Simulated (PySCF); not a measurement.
# AlC: from the state search to spectroscopic constants

What are the lowest state that PBE0 finds, the bond length, vibrational wavenumber and bond energy of AlC, and how much do these hang on the method?

Method: Al x2c-TZVPPall, C x2c-TZVPPall, spin-free X2C with a Gaussian nucleus; program: PySCF 2.14.0.

## 1. Set-up

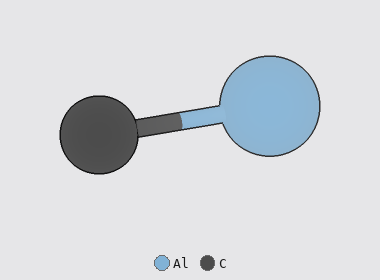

The two atoms at the starting distance (aluminium light blue, carbon dark grey).

A driver script around PySCF takes these settings:

```json
{
 "atoms": "Al, C",
 "charge": "0",
 "basis": "Al x2c-TZVPPall, C x2c-TZVPPall",
 "Hamiltonian": "spin-free X2C with a Gaussian nucleus",
 "basis functions": "73",
 "electrons treated": "19",
 "masses in u": "26.9815, 12.0000",
 "levels": "PBE0, PBE, r²SCAN, MN15, r²SCAN0, M06, BHandHLYP, CAM-B3LYP, HF, MP2, SCS-MP2, CCSD, CCSD(T)",
 "grid": "80 radial by 434 angular points",
 "occupations": "held fixed by the projection of orbital angular momentum",
 "dissociation limit": "Al + C, each in its ground configuration",
 "starting distance in angstrom": "1.905",
 "values of 2S to try": "1, 3"
}
```

Launch:

```
$ OMP_NUM_THREADS=1 python dia.py task.json out
```

The runs that follow: PBE0 along the bond; Other states along the same grid; PBE (GGA); r²SCAN (meta-GGA); MN15; r²SCAN0; M06; BHandHLYP; CAM-B3LYP; UHF (mean field); MP2 and coupled cluster.

Q: Predict the outcome of this session. Wanted: for each run, Re; ωe; De; μ.

The runs gave:

Lowest PBE0 solution found, without spin–orbit coupling: ⁴Σ⁻ (quartet), unpaired electrons σ ↑, π ↑↑. State 2 has its PBE0 minimum 0.51 eV higher, as a spin-mixed determinant (⟨S²⟩ = 1.78), so this is no gap between pure states. State 3 has its PBE0 minimum 0.59 eV higher, as a spin-mixed determinant (⟨S²⟩ = 1.77), so this is no gap between pure states. State 4 has its PBE0 minimum 1.34 eV higher, as a spin-mixed determinant (⟨S²⟩ = 1.25), so this is no gap between pure states. The other levels ran on the lowest alone.

```tsv
level	Re (Å)	ωe (cm⁻¹)	De (eV)	μ (D)
UHF	1.971	648	2.62	-1.06
UHF-MP2	1.978	640	3.36	n/a
UHF-SCS-MP2	1.976	642	3.06	n/a
UHF-CCSD	1.972	646	3.20	n/a
UHF-CCSD(T)	1.973	643	3.30	n/a
PBE	1.977	621	3.74	-1.91
r²SCAN	1.969	639	3.64	-1.64
PBE0	1.967	638	3.54	-1.76
r²SCAN0	1.963	648	3.47	-1.57
M06	1.962	640	3.69	-1.83
MN15	1.970	628	3.67	-1.87
BHandHLYP	1.961	643	3.13	-1.82
CAM-B3LYP	1.963	638	3.33	-1.89
```

De is counted to Al + C in their ground configurations. A positive dipole means Al(−)C(+).

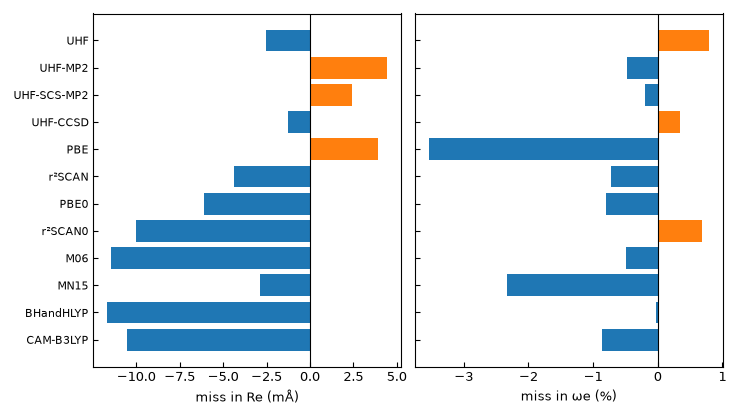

How far each level lies from CCSD(T) in the same basis.

**Reading.** Judged by CCSD(T) in the same basis: best bond length UHF-CCSD (-1 mÅ), worst BHandHLYP (-12 mÅ); best wavenumber BHandHLYP (0.0 %), worst PBE (-3.5 %). PBE gives a bond that is too long and too soft, as GGAs tend to. Among the levels with a De in the table, it runs from 2.62 eV (UHF) to 3.74 eV (PBE).

Correlated steps freeze 6 core orbitals.
